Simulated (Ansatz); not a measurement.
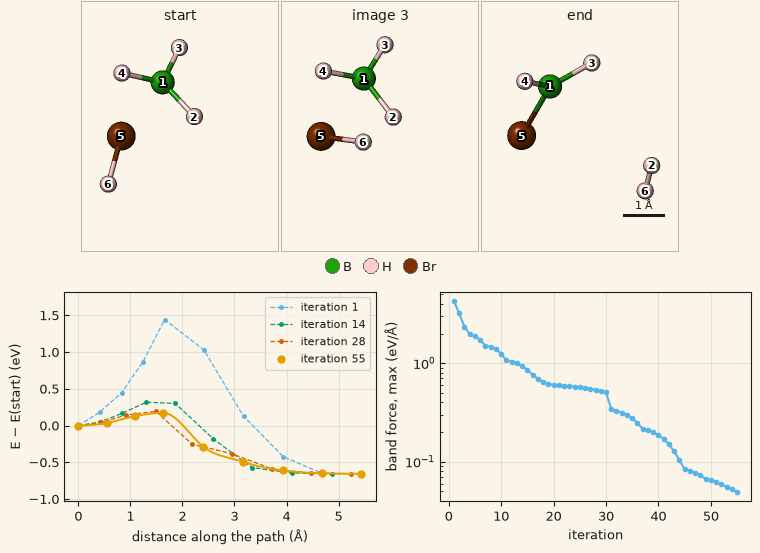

A nudged-elastic-band calculation for BH4Br, made up at the start of BH₃ and HBr. Images are numbered from 0 (start) to 8 (end). The plot follows the band through its iterations. A ball-and-stick model, seen from a free direction.

Theory: Ansatz 0.2.0, RKS revPBE/def2-TZVP. Run with 7 movable images; climbing image; force threshold 0.05 eV/Å; iteration limit 60; optimiser FIRE; starting path through a guess of the saddle point.

> Did the band converge, and can the barrier be trusted?

The run is converged, with reservations. The band converged in 55 iterations. The largest component of the band force went from 4.3 to 0.049 eV/Å. The climbing image converged on the top of the path. Its curvatures weren't checked. The first iteration put the highest image at 1.44 eV. Forward barrier 0.17 eV, backward barrier 0.83 eV, with image 3 at the top; the reaction energy is −0.65 eV.
